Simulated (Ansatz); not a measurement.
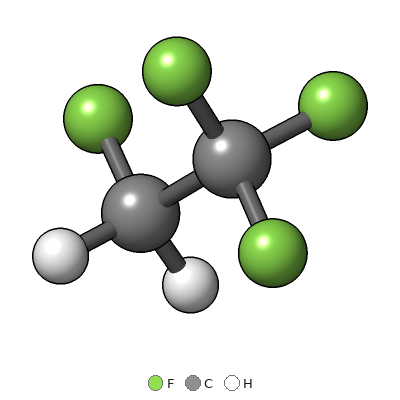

Geometry used (C₂H₂F₄, SMILES FCC(F)(F)F).

Kohn-Sham orbital energies near the frontier, PBE/def2-TZVPP, the Ansatz code 0.2.0, at a PBE0-D4/def2-TZVP geometry (a minimum by its frequencies), isolated molecule; empty levels in grey, levels within 0.03 eV side by side.

Where do the frontier orbitals lie?

HOMO at −8.62 eV, LUMO at 0.18 eV, 8.81 eV apart.

How far below the HOMO does the next level lie?

0.19 eV.

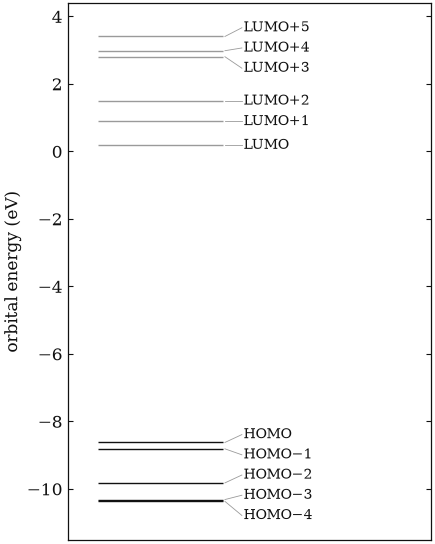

Note: empty levels above zero depend strongly on the basis.
